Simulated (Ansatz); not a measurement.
# A hypothetical structure for Li2PdN2

Starting from a made-up structure for Li2PdN2, the aim is the relaxed cell, its shortest contacts and, where a second run follows, its electronic structure.

Method: DFT, PBEsol, plane-wave PAW, files of the set soft_1, scalar-relativistic, no spin, cell and ions relaxed at zero pressure; PAW set soft_1, in the first sound run; inputs show where later runs differ, in Ansatz 0.2.0.

**1. The structure**

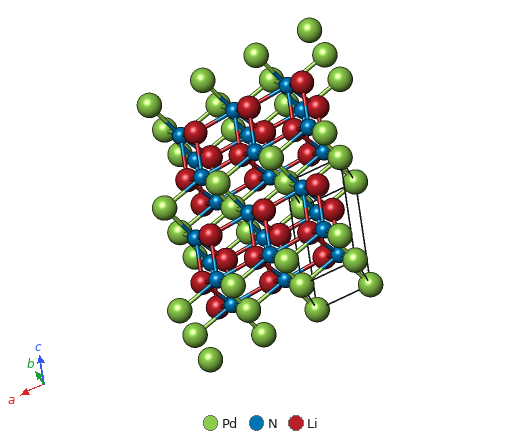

The cell as given, from a free direction (palladium green, nitrogen blue, lithium red). 3×2×2 cells are drawn. Bonds to atoms that aren't drawn are left out. Some periodic images of atoms are drawn too.

**2. Relaxing cell and atoms**

The guessed cell has no reason to be at equilibrium. It is relaxed with the atoms, within the space group of the guess.

Input file input.yaml:

```yaml
crystal:
  lattice:
    - [3.328, 0.0, 0.0]
    - [-1.664, 2.882132544, 0.0]
    - [0.0, 0.0, 5.101]
  atoms:
    - { symbol: Pd, position: [0.0, 0.0, 0.0] }
    - { symbol: "N", position: [0.333333333, 0.666666667, 0.2173] }
    - { symbol: "N", position: [0.666666667, 0.333333333, 0.7827] }
    - { symbol: Li, position: [0.333333333, 0.666666667, 0.6507] }
    - { symbol: Li, position: [0.666666667, 0.333333333, 0.3493] }
kpoints:
  mp_grid: { grid: [9, 9, 5] }
scf:
  occupations: { method: fermi_dirac, width: 0.05 }
hamiltonian:
  xc: pbesol
  pseudopotentials: { kind: paw, azcp: { folder: soft_1 }, xc_functional: pbe }
relax:
  f_tol: 0.015
  max_steps: 70
  cell: {}
output:
  forces: true
  stress: true
```

Run with:

```bash
$ ansatz run input.yaml --threads 4 --pin off --max-ram 8192MiB --backend cpu --events-out ev --progress --plain --runs-dir out
```

Numbers of over 12 decimals in the logs are rounded to 6 here.

The program printed:

```text
Engine: ansatz 0.2.0, aarch64-unknown-linux-gnu
Pseudopotentials: kind: paw
Pseudopotential: Pd, paw, valence charge 18, recommended cutoff 420 eV (normal), soft_1/Pd.paw.azcp
Pseudopotential: N, paw, valence charge 5, recommended cutoff 420 eV (normal), soft_1/N.paw.azcp
Pseudopotential: Li, paw, valence charge 3, recommended cutoff 420 eV (normal), soft_1/Li.paw.azcp
Functional definition: PBEsol
  exchange = pbesol_x
  correlation = pbesol_c
Crystal: 5 atoms, lattice volume = 48.927 Å³
Basis set: ecut = 420 eV, 953 PW (Γ), exchange–correlation on 48×48×72 points (8 copies of the dense FFT grid, shifted against one another)
Bands: 22, of which v1, the nominal top of the filled ones, is band 17 counted from 1 (16 counted from 0)
Symmetry: 12 space group operations
Space group: P-3m1 (ITA 164), of the structure as read, at distance tolerance 3.7e-5 Å
k-points: 50 of 405
Non-local potential: Pd, projectors of the file, l = 0: 2, l = 1: 2, l = 2: 2, l = 3: 1
Non-local potential: N, projectors of the file, l = 0: 2, l = 1: 2, l = 2: 1
Non-local potential: Li, projectors of the file, l = 0: 3, l = 1: 2, l = 2: 1
PAW form: soft (Blöchl's): semilocal exchange-correlation on the pseudo side does not see the compensation charge
PAW frozen core: Pd, regenerated for the run's functional, and the local potential with it (the file was generated under x = pbe(κ = 0.804, μ = 0.219515), c = pbe(β = 0.066725))
PAW frozen core: N, regenerated for the run's functional, and the local potential with it (the file was generated under x = pbe(κ = 0.804, μ = 0.219515), c = pbe(β = 0.066725))
PAW one-centre angular grid: Pd, 590 points (default); XC on 64 Gauss nodes
PAW one-centre angular grid: N, 110 points (default); XC on 64 Gauss nodes
PAW one-centre angular grid: Li, 110 points (default); XC on 64 Gauss nodes
Initial density: superposition of atomic densities (chi_scale 0.1, normalization cell, long waves kept (reshape's long-wave potential 0.01 eV rms))
Initial wavefunctions: pseudopotential atomic-orbital guess
Functional: x = pbesol(κ = 0.804, μ = 0.123457), c = pbesol(β = 0.046)
SCF iter   1: F=—  HF=-8076.438437 eV  |F-HF|=—  |Δ(HF+E_count)|=         —  Δρ=2.26e-1  dr2=4.19e1  ethr=3.10e-3  ⟨swp⟩=5.2  Hψ=4179  notcnv=0
preconditioner: auto → Resta (q_TF=auto, 2.568 Å⁻¹)  ε∞=7.6  [insulator: Δε(μ)=0.866 eV  Ē_g=9.713 eV  σ=0.050 eV  W_gap=1.00  n_scr=22 (ndim 8)  ℏωp=24.9 eV  f_vac=0.000  D(μ)=0.00/eV (n_scr^D=0)  ε∞_Penn≈7.6]
SCF iter   2: F=—  HF=-8070.935784 eV  |F-HF|=—  |Δ(HF+E_count)|=    5.50e0  Δρ=8.91e-2  dr2=7.92e0  ethr=3.10e-3  ⟨swp⟩=3.0  Hψ=2814  notcnv=0  defer=5
SCF iter   3: F=—  HF=-8069.572296 eV  |F-HF|=—  |Δ(HF+E_count)|=    1.36e0  Δρ=1.86e-2  dr2=1.55e-1  ethr=3.10e-3  ⟨swp⟩=3.1  Hψ=2139  notcnv=0  defer=5
SCF iter   4: F=—  HF=-8069.524879 eV  |F-HF|=—  |Δ(HF+E_count)|=   4.74e-2  Δρ=4.50e-3  dr2=1.59e-2  ethr=4.57e-4  ⟨swp⟩=3.0  Hψ=2339  notcnv=0  defer=3
SCF iter   5: F=—  HF=-8069.522770 eV  |F-HF|=—  |Δ(HF+E_count)|=   2.11e-3  Δρ=1.09e-3  dr2=6.07e-4  ethr=4.66e-5  ⟨swp⟩=1.8  Hψ=1279  notcnv=0  defer=3
SCF iter   6: F=—  HF=-8069.522807 eV  |F-HF|=—  |Δ(HF+E_count)|=   3.71e-5  Δρ=2.31e-4  dr2=2.86e-5  ethr=1.79e-6  ⟨swp⟩=2.1  Hψ=1757  notcnv=0  defer=3
SCF iter   7: F=—  HF=-8069.522854 eV  |F-HF|=—  |Δ(HF+E_count)|=   4.68e-5  Δρ=4.86e-5  dr2=1.54e-6  ethr=8.40e-8  ⟨swp⟩=2.7  Hψ=1754  notcnv=0  defer=3
SCF iter   8: F=—  HF=-8069.522854 eV  |F-HF|=—  |Δ(HF+E_count)|=   4.23e-7  Δρ=2.61e-5  dr2=3.40e-7  ethr=2.94e-10  ⟨swp⟩=4.2  Hψ=3566  notcnv=0
SCF iter   9: F=-8069.522854 eV  HF=-8069.522854 eV  |F-HF|=1.21e-8  |Δ(HF+E_count)|=   1.86e-8  Δρ=6.62e-6  dr2=2.55e-8  ethr=2.94e-10  ⟨swp⟩=4.0  Hψ=3448  notcnv=0
SCF 1 converged in 9 iterations: F = -8069.522854 eV  dr2 = 2.55e-8
  greatest PAW one-centre occupation: 1.000 electrons in one spin orbital (limit 2), on the Li atom at site 4 (counted from 0), in its partial waves of l = 0
relax step   1: F+E_penalty+E_count = -8069.52285446 eV  Δ(F+E_penalty+E_count) = +0.000e0 eV  max|allowed force component| = 7.770e-1 eV/Å  Δτ_max = 0.0000 Å  P = -13.371 GPa  Ω = 48.927 Å³  (9 SCF iters, dr2 threshold 1.00e-7 eV, accepted)
Crystal: 5 atoms, lattice volume = 45.901 Å³
Basis set: ecut = 420 eV, 905 PW (Γ), exchange–correlation on 48×48×72 points (8 copies of the dense FFT grid, shifted against one another)
Initial density: handed on by an earlier stage of this run
Initial wavefunctions: those handed on with the density
iter 1 solved again at ethr=1.75e-3 eV; its pass at ethr=3.10e-3 eV (dr2=5.96e-1 eV) is discarded
SCF iter   1: F=—  HF=-8069.847100 eV  |F-HF|=—  |Δ(HF+E_count)|=         —  Δρ=2.92e-2  dr2=5.97e-1  ethr=1.75e-3  ⟨swp⟩=1.0  Hψ=5720  notcnv=0
preconditioner: auto → Resta (q_TF=auto, 2.595 Å⁻¹)  ε∞=6.9  [insulator: Δε(μ)=0.978 eV  Ē_g=10.624 eV  σ=0.050 eV  W_gap=1.00  n_scr=22 (ndim 8)  ℏωp=25.7 eV  f_vac=0.011  D(μ)=0.00/eV (n_scr^D=0)  ε∞_Penn≈6.9]
SCF iter   2: F=—  HF=-8069.772093 eV  |F-HF|=—  |Δ(HF+E_count)|=   7.50e-2  Δρ=1.81e-2  dr2=1.36e-1  ethr=1.75e-3  ⟨swp⟩=2.1  Hψ=1685  notcnv=0
SCF iter   3: F=—  HF=-8069.749199 eV  |F-HF|=—  |Δ(HF+E_count)|=   2.29e-2  Δρ=3.59e-3  dr2=9.78e-3  ethr=4.01e-4  ⟨swp⟩=2.1  Hψ=1793  notcnv=0  defer=9
SCF iter   4: F=—  HF=-8069.746356 eV  |F-HF|=—  |Δ(HF+E_count)|=   2.84e-3  Δρ=6.32e-4  dr2=3.59e-4  ethr=2.88e-5  ⟨swp⟩=2.0  Hψ=1745  notcnv=0  defer=9
SCF iter   5: F=—  HF=-8069.746251 eV  |F-HF|=—  |Δ(HF+E_count)|=   1.05e-4  Δρ=2.14e-4  dr2=2.32e-5  ethr=1.05e-6  ⟨swp⟩=2.0  Hψ=1514  notcnv=0  defer=9
SCF iter   6: F=—  HF=-8069.746249 eV  |F-HF|=—  |Δ(HF+E_count)|=   1.85e-6  Δρ=5.41e-5  dr2=1.08e-6  ethr=6.81e-8  ⟨swp⟩=2.2  Hψ=1746  notcnv=0  defer=9
SCF iter   7: F=-8069.746249 eV  HF=-8069.746249 eV  |F-HF|=1.24e-9  |Δ(HF+E_count)|=   2.55e-7  Δρ=7.02e-6  dr2=1.95e-8  ethr=1.47e-9  ⟨swp⟩=4.0  Hψ=3335  notcnv=0
SCF 2 converged in 7 iterations: F = -8069.746249 eV  dr2 = 1.95e-8
relax step   2: F+E_penalty+E_count = -8069.74624927 eV  Δ(F+E_penalty+E_count) = -2.234e-1 eV  max|allowed force component| = 6.187e-2 eV/Å  Δτ_max = 0.0368 Å  P = -4.295 GPa  Ω = 45.901 Å³  energy of the carried Pulay correction = +4.690e-3 eV  (7 SCF iters, dr2 threshold 5.00e-7 eV, accepted)
Crystal: 5 atoms, lattice volume = 44.423 Å³
Basis set: ecut = 420 eV, 857 PW (Γ), exchange–correlation on 48×48×72 points (8 copies of the dense FFT grid, shifted against one another)
iter 1 solved again at ethr=4.07e-4 eV; its pass at ethr=3.10e-3 eV (dr2=1.38e-1 eV) is discarded
SCF iter   1: F=—  HF=-8069.795833 eV  |F-HF|=—  |Δ(HF+E_count)|=         —  Δρ=1.39e-2  dr2=1.39e-1  ethr=4.07e-4  ⟨swp⟩=1.0  Hψ=5663  notcnv=0
preconditioner: auto → Resta (q_TF=auto, 2.609 Å⁻¹)  ε∞=6.7  [insulator: Δε(μ)=1.017 eV  Ē_g=10.911 eV  σ=0.050 eV  W_gap=1.00  n_scr=22 (ndim 8)  ℏωp=26.1 eV  f_vac=0.010  D(μ)=0.00/eV (n_scr^D=0)  ε∞_Penn≈6.7]
SCF iter   2: F=—  HF=-8069.778325 eV  |F-HF|=—  |Δ(HF+E_count)|=   1.75e-2  Δρ=6.40e-3  dr2=3.68e-2  ethr=4.07e-4  ⟨swp⟩=2.0  Hψ=1231  notcnv=0
SCF iter   3: F=—  HF=-8069.771499 eV  |F-HF|=—  |Δ(HF+E_count)|=   6.83e-3  Δρ=9.45e-4  dr2=7.34e-4  ethr=1.08e-4  ⟨swp⟩=2.1  Hψ=1525  notcnv=0
SCF iter   4: F=—  HF=-8069.771384 eV  |F-HF|=—  |Δ(HF+E_count)|=   1.14e-4  Δρ=2.59e-4  dr2=2.19e-5  ethr=2.16e-6  ⟨swp⟩=2.1  Hψ=1458  notcnv=0
SCF iter   5: F=—  HF=-8069.771373 eV  |F-HF|=—  |Δ(HF+E_count)|=   1.14e-5  Δρ=6.39e-5  dr2=2.08e-6  ethr=6.44e-8  ⟨swp⟩=2.4  Hψ=1973  notcnv=0
SCF iter   6: F=-8069.771373 eV  HF=-8069.771373 eV  |F-HF|=4.30e-9  |Δ(HF+E_count)|=   3.70e-9  Δρ=1.19e-5  dr2=6.56e-8  ethr=1.47e-9  ⟨swp⟩=4.0  Hψ=3386  notcnv=0
SCF 3 converged in 6 iterations: F = -8069.771373 eV  dr2 = 6.56e-8
relax step   3: F+E_penalty+E_count = -8069.77137308 eV  Δ(F+E_penalty+E_count) = -2.512e-2 eV  max|allowed force component| = 9.030e-2 eV/Å  Δτ_max = 0.0160 Å  P = +1.038 GPa  Ω = 44.423 Å³  energy of the carried Pulay correction = +7.092e-3 eV  (6 SCF iters, dr2 threshold 5.00e-7 eV, accepted)
Crystal: 5 atoms, lattice volume = 44.656 Å³
Basis set: ecut = 420 eV, 881 PW (Γ), exchange–correlation on 48×48×72 points (8 copies of the dense FFT grid, shifted against one another)
iter 1 solved again at ethr=1.33e-5 eV; its pass at ethr=3.10e-3 eV (dr2=4.51e-3 eV) is discarded
SCF iter   1: F=—  HF=-8069.772924 eV  |F-HF|=—  |Δ(HF+E_count)|=         —  Δρ=2.68e-3  dr2=4.74e-3  ethr=1.33e-5  ⟨swp⟩=1.0  Hψ=4700  notcnv=0
preconditioner: auto → Resta (q_TF=auto, 2.607 Å⁻¹)  ε∞=6.7  [insulator: Δε(μ)=0.949 eV  Ē_g=10.929 eV  σ=0.050 eV  W_gap=1.00  n_scr=22 (ndim 8)  ℏωp=26.1 eV  f_vac=0.014  D(μ)=0.00/eV (n_scr^D=0)  ε∞_Penn≈6.7]
SCF iter   2: F=—  HF=-8069.772271 eV  |F-HF|=—  |Δ(HF+E_count)|=   6.53e-4  Δρ=1.53e-3  dr2=9.22e-4  ethr=1.33e-5  ⟨swp⟩=2.1  Hψ=1455  notcnv=0
SCF iter   3: F=—  HF=-8069.772115 eV  |F-HF|=—  |Δ(HF+E_count)|=   1.56e-4  Δρ=3.17e-4  dr2=7.27e-5  ethr=2.71e-6  ⟨swp⟩=2.6  Hψ=1699  notcnv=0
SCF iter   4: F=—  HF=-8069.772089 eV  |F-HF|=—  |Δ(HF+E_count)|=   2.55e-5  Δρ=6.74e-5  dr2=3.25e-6  ethr=2.14e-7  ⟨swp⟩=2.2  Hψ=1593  notcnv=0
SCF iter   5: F=-8069.772088 eV  HF=-8069.772088 eV  |F-HF|=2.78e-8  |Δ(HF+E_count)|=   9.20e-7  Δρ=1.86e-5  dr2=1.62e-7  ethr=1.47e-9  ⟨swp⟩=4.0  Hψ=3454  notcnv=0
SCF 4 converged in 5 iterations: F = -8069.772088 eV  dr2 = 1.62e-7
relax step   4: F+E_penalty+E_count = -8069.77208847 eV  Δ(F+E_penalty+E_count) = -7.154e-4 eV  max|allowed force component| = 6.727e-3 eV/Å  Δτ_max = 0.0044 Å  P = -0.046 GPa  Ω = 44.656 Å³  energy of the carried Pulay correction = +6.708e-3 eV  (5 SCF iters, dr2 threshold 5.00e-7 eV, accepted)
Crystal: 5 atoms, lattice volume = 44.650 Å³
iter 1 solved again at ethr=2.30e-8 eV; its pass at ethr=3.10e-3 eV (dr2=7.83e-6 eV) is discarded
SCF iter   1: F=—  HF=-8069.772110 eV  |F-HF|=—  |Δ(HF+E_count)|=         —  Δρ=1.30e-4  dr2=7.77e-6  ethr=2.30e-8  ⟨swp⟩=2.8  Hψ=5328  notcnv=0
preconditioner: auto → Resta (q_TF=auto, 2.607 Å⁻¹)  ε∞=6.7  [insulator: Δε(μ)=0.962 eV  Ē_g=10.923 eV  σ=0.050 eV  W_gap=1.00  n_scr=22 (ndim 8)  ℏωp=26.1 eV  f_vac=0.014  D(μ)=0.00/eV (n_scr^D=0)  ε∞_Penn≈6.7]
SCF iter   2: F=—  HF=-8069.772105 eV  |F-HF|=—  |Δ(HF+E_count)|=   5.62e-6  Δρ=6.28e-5  dr2=2.02e-6  ethr=2.29e-8  ⟨swp⟩=2.1  Hψ=1518  notcnv=0
SCF iter   3: F=—  HF=-8069.772105 eV  |F-HF|=—  |Δ(HF+E_count)|=   2.78e-7  Δρ=2.19e-5  dr2=2.43e-7  ethr=5.95e-9  ⟨swp⟩=2.5  Hψ=1872  notcnv=0
SCF iter   4: F=—  HF=-8069.772105 eV  |F-HF|=—  |Δ(HF+E_count)|=   4.25e-8  Δρ=6.92e-6  dr2=3.93e-8  ethr=7.15e-10  ⟨swp⟩=2.0  Hψ=1468  notcnv=0
SCF iter   5: F=-8069.772105 eV  HF=-8069.772105 eV  |F-HF|=1.39e-10  |Δ(HF+E_count)|=   7.09e-9  Δρ=1.62e-6  dr2=9.37e-10  ethr=3.35e-11  ⟨swp⟩=4.0  Hψ=3350  notcnv=0
SCF 5 converged in 5 iterations: F = -8069.772105 eV  dr2 = 9.37e-10
relax step   5: F+E_penalty+E_count = -8069.77210455 eV  Δ(F+E_penalty+E_count) = -1.608e-5 eV  max|allowed force component| = 8.387e-4 eV/Å  Δτ_max = 0.0004 Å  P = +0.003 GPa  Ω = 44.650 Å³  energy of the carried Pulay correction = +6.718e-3 eV  (5 SCF iters, dr2 threshold 1.14e-8 eV, accepted)
Initial wavefunctions: pseudopotential atomic-orbital guess (no wavefunctions were taken with the density)
iter 1 solved again at ethr=5.18e-8 eV; its pass at ethr=3.10e-3 eV (dr2=1.76e-5 eV) is discarded
SCF iter   1: F=—  HF=-8069.767705 eV  |F-HF|=—  |Δ(HF+E_count)|=         —  Δρ=3.11e-4  dr2=6.27e-6  ethr=5.18e-8  ⟨swp⟩=2.7  Hψ=7450  notcnv=0
preconditioner: auto → Resta (q_TF=auto, 2.607 Å⁻¹)  ε∞=6.7  [insulator: Δε(μ)=0.962 eV  Ē_g=10.922 eV  σ=0.050 eV  W_gap=1.00  n_scr=22 (ndim 8)  ℏωp=26.1 eV  f_vac=0.014  D(μ)=0.00/eV (n_scr^D=0)  ε∞_Penn≈6.7]
SCF iter   2: F=—  HF=-8069.767709 eV  |F-HF|=—  |Δ(HF+E_count)|=   4.18e-6  Δρ=1.62e-4  dr2=2.56e-6  ethr=1.84e-8  ⟨swp⟩=2.9  Hψ=1926  notcnv=0
SCF iter   3: F=—  HF=-8069.767710 eV  |F-HF|=—  |Δ(HF+E_count)|=   9.58e-8  Δρ=7.26e-5  dr2=6.10e-7  ethr=7.54e-9  ⟨swp⟩=2.3  Hψ=1517  notcnv=0
SCF iter   4: F=—  HF=-8069.767710 eV  |F-HF|=—  |Δ(HF+E_count)|=   4.33e-7  Δρ=5.96e-6  dr2=3.78e-9  ethr=1.79e-9  ⟨swp⟩=3.0  Hψ=1957  notcnv=0
SCF iter   5: F=—  HF=-8069.767710 eV  |F-HF|=—  |Δ(HF+E_count)|=   3.63e-9  Δρ=1.22e-6  dr2=6.96e-10  ethr=1.11e-11  ⟨swp⟩=2.3  Hψ=1914  notcnv=0
SCF iter   6: F=-8069.767710 eV  HF=-8069.767710 eV  |F-HF|=0.00e0  |Δ(HF+E_count)|=  1.36e-11  Δρ=1.71e-7  dr2=1.03e-11  ethr=1.00e-12  ⟨swp⟩=3.0  Hψ=3889  notcnv=0
SCF 6 converged in 6 iterations: F = -8069.767710 eV  dr2 = 1.03e-11
relax step   6: F+E_penalty+E_count = -8069.76770998 eV  Δ(F+E_penalty+E_count) = +4.395e-3 eV  max|allowed force component| = 8.368e-4 eV/Å  Δτ_max = 0.0000 Å  P = -0.147 GPa  Ω = 44.650 Å³  stress off target by 1.74e-1 GPa  SCF on the basis re-selected at this cell (its energy is not comparable with the rows above)  (6 SCF iters)
basis re-selected at this cell: Δ(F+E_penalty+E_count) = +4.395e-3 eV, ΔP = -0.150 GPa vs the last step (what re-selecting the basis moved, of the pressure what is left beyond the Pulay correction that the steps carried, after the strain that the cell walked since its last selection, with what the two solves' SCF thresholds leave and, on support functions, any second-order correction that the steps lacked; it is no m [...]
Crystal: 5 atoms, lattice volume = 44.604 Å³
iter 1 solved again at ethr=3.02e-7 eV; its pass at ethr=3.10e-3 eV (dr2=1.03e-4 eV) is discarded
SCF iter   1: F=—  HF=-8069.767834 eV  |F-HF|=—  |Δ(HF+E_count)|=         —  Δρ=3.65e-4  dr2=1.07e-4  ethr=3.02e-7  ⟨swp⟩=1.0  Hψ=4406  notcnv=0
preconditioner: auto → Resta (q_TF=auto, 2.608 Å⁻¹)  ε∞=6.7  [insulator: Δε(μ)=0.966 eV  Ē_g=10.929 eV  σ=0.050 eV  W_gap=1.00  n_scr=22 (ndim 8)  ℏωp=26.1 eV  f_vac=0.014  D(μ)=0.00/eV (n_scr^D=0)  ε∞_Penn≈6.7]
SCF iter   2: F=—  HF=-8069.767823 eV  |F-HF|=—  |Δ(HF+E_count)|=   1.09e-5  Δρ=2.25e-4  dr2=1.92e-5  ethr=3.02e-7  ⟨swp⟩=2.1  Hψ=1380  notcnv=0
SCF iter   3: F=—  HF=-8069.767810 eV  |F-HF|=—  |Δ(HF+E_count)|=   1.30e-5  Δρ=6.30e-5  dr2=3.91e-6  ethr=5.64e-8  ⟨swp⟩=2.7  Hψ=1790  notcnv=0
SCF iter   4: F=—  HF=-8069.767809 eV  |F-HF|=—  |Δ(HF+E_count)|=   1.14e-6  Δρ=1.29e-5  dr2=1.34e-7  ethr=1.15e-8  ⟨swp⟩=2.4  Hψ=1456  notcnv=0
SCF iter   5: F=-8069.767809 eV  HF=-8069.767809 eV  |F-HF|=2.33e-9  |Δ(HF+E_count)|=   3.90e-8  Δρ=3.24e-6  dr2=6.25e-9  ethr=2.22e-10  ⟨swp⟩=4.0  Hψ=3424  notcnv=0
SCF 7 converged in 5 iterations: F = -8069.767809 eV  dr2 = 6.25e-9
relax step   7: F+E_penalty+E_count = -8069.76780919 eV  Δ(F+E_penalty+E_count) = -9.921e-5 eV  max|allowed force component| = 1.599e-3 eV/Å  Δτ_max = 0.0005 Å  P = +0.009 GPa  Ω = 44.604 Å³  energy of the carried Pulay correction = +7.774e-5 eV  (5 SCF iters, dr2 threshold 7.55e-8 eV, accepted)
iter 1 solved again at ethr=7.33e-8 eV; its pass at ethr=3.10e-3 eV (dr2=2.49e-5 eV) is discarded
SCF iter   1: F=—  HF=-8069.767749 eV  |F-HF|=—  |Δ(HF+E_count)|=         —  Δρ=5.42e-6  dr2=5.48e-9  ethr=7.33e-8  ⟨swp⟩=2.8  Hψ=7382  notcnv=0
eigensolver tolerance schedule: the retry pair's looser diagonalisation over-reported the residual by 4549.78 of it (diagonalisation noise at 0.12 of the residual, at the tolerance the schedule requests for it); recorded, not acted on — ethr = c·dr2/N_el stays at c = 1.0e-1
preconditioner: auto → Resta (q_TF=auto, 2.608 Å⁻¹)  ε∞=6.7  [insulator: Δε(μ)=0.964 eV  Ē_g=10.930 eV  σ=0.050 eV  W_gap=1.00  n_scr=22 (ndim 8)  ℏωp=26.1 eV  f_vac=0.014  D(μ)=0.00/eV (n_scr^D=0)  ε∞_Penn≈6.7]
SCF iter   2: F=—  HF=-8069.767744 eV  |F-HF|=—  |Δ(HF+E_count)|=   4.47e-6  Δρ=3.09e-6  dr2=4.47e-9  ethr=1.61e-11  ⟨swp⟩=2.5  Hψ=2025  notcnv=0
SCF iter   3: F=—  HF=-8069.767744 eV  |F-HF|=—  |Δ(HF+E_count)|=  2.26e-10  Δρ=1.76e-6  dr2=1.33e-9  ethr=1.32e-11  ⟨swp⟩=1.8  Hψ=1403  notcnv=0
SCF iter   4: F=—  HF=-8069.767744 eV  |F-HF|=—  |Δ(HF+E_count)|=  3.27e-11  Δρ=9.12e-7  dr2=3.52e-10  ethr=3.92e-12  ⟨swp⟩=2.2  Hψ=1622  notcnv=0
SCF iter   5: F=-8069.767744 eV  HF=-8069.767744 eV  |F-HF|=1.82e-12  |Δ(HF+E_count)|=  2.46e-11  Δρ=2.34e-7  dr2=1.93e-11  ethr=1.00e-12  ⟨swp⟩=2.4  Hψ=3910  notcnv=0
SCF 8 converged in 5 iterations: F = -8069.767744 eV  dr2 = 1.93e-11
relax step   8: F+E_penalty+E_count = -8069.76774449 eV  Δ(F+E_penalty+E_count) = +6.470e-5 eV  max|allowed force component| = 1.554e-3 eV/Å  Δτ_max = 0.0000 Å  P = +0.007 GPa  Ω = 44.604 Å³  stress off target by 8.99e-3 GPa  SCF on the basis re-selected at this cell (its energy is not comparable with the rows above)  (5 SCF iters)
basis re-selected at this cell: Δ(F+E_penalty+E_count) = +6.470e-5 eV, ΔP = -0.002 GPa vs the last step (what re-selecting the basis moved, of the pressure what is left beyond the Pulay correction that the steps carried, after the strain that the cell walked since its last selection, with what the two solves' SCF thresholds leave and, on support functions, any second-order correction that the steps lacked; it is no m [...]
SCF converged after 5 iterations
Free energy (F): -8069.767744 eV
Harris-Foulkes:  -8069.767744 eV  (|F-HF|=1.82e-12)
Internal energy: -8069.767737 eV  (E = F + TS)
E sigma→0 (E₀):  -8069.767741 eV
Entropy (-TS):   -0.000007 eV (-0.001 meV/atom)
Fermi energy:    11.322172 eV
--- Per-component energies (eV) ---
  E_band       = -401.184667
  E_kinetic    = 732.638377
  E_local      = -3456.289044  (includes V_loc(G=0)·N_el)
  E_nonlocal   = 403.032018
  E_hartree    = 1380.980436
  E_xc         = -273.829537
  E_vxc        = -348.610427  (∫ρ·V_xc dr)
  E_paw        = -4032.882482  (= ΣΔE_a)
  E_vpaw       = -493.918646  (= ΣTr[D̂ρ^β])
  E_aug_tail   = 0.002303  (compensation charges beyond the density's cutoff)
  E_ewald      = -2823.778531
  E_core_change = 0.358723  (= ΣΔE_core)
  E_smearing   = -0.000007  (= −TS)
  E_closure    = 0.000000  (closes the sum)
  Σ components = -8069.767744   (vs F -8069.767744, Δ=0.00e0)
--- Forces (eV/Å), atoms counted from 1 ---
  atom   1  Pd     0.00000000     0.00000000     0.00000000
  atom   2  N      0.00000000     0.00000000    -0.00080286
  atom   3  N     -0.00000000     0.00000000     0.00080286
  atom   4  Li     0.00000000    -0.00000000    -0.00155438
  atom   5  Li    -0.00000000     0.00000000     0.00155438
  max |Σ_I F_I| component: 4.63e-18 eV/Å
--- Stress (GPa, compression-positive) ---
        0.006103      -0.000000      -0.000000
        0.000000       0.006103       0.000000
       -0.000000       0.000000       0.008989
  P = ⅓ Tr σ = 0.0071 GPa (0.071 kbar)
--- Relaxed structure (6 steps of the walk, 6 accepted, 2 SCFs on fresh bases) ---
  F+E_penalty+E_count = -8069.76774449 eV   max|allowed force component| = 1.554e-3 eV/Å   (the final SCF, on the basis selected at the relaxed cell)
  cell:  # Å, volume = 44.6042 Å³
    - [3.189240, 0, 0]
    - [-1.594620, 2.761963, 0]
    - [0, 0, 5.063728]
  atoms:
    - { symbol: Pd, position: [0, 0, -1.2540272138138554e-19] }
    - { symbol: N, position: [0.333333, 0.666667, 0.211743] }
    - { symbol: N, position: [0.666667, 0.333333, 0.788257] }
    - { symbol: Li, position: [0.333333, 0.666667, 0.644487] }
    - { symbol: Li, position: [0.666667, 0.333333, 0.355513] }
```

Elapsed: 4.6 s, on 4 threads of Arm Neoverse V2, shared host; peak memory 0.34 GiB; 16 s of CPU time.

(Part 1 of 2 ends here.)

[Logs are printed without paths, hosts, clocks, repeated set-up lines and the standing remarks that a program may print on its own settings, such as how far it seeks lower states.]

[Hosts, paths, dates, database ids (printed as entryN), source tags and the programs' standing remarks are cut or masked in the printed files.]
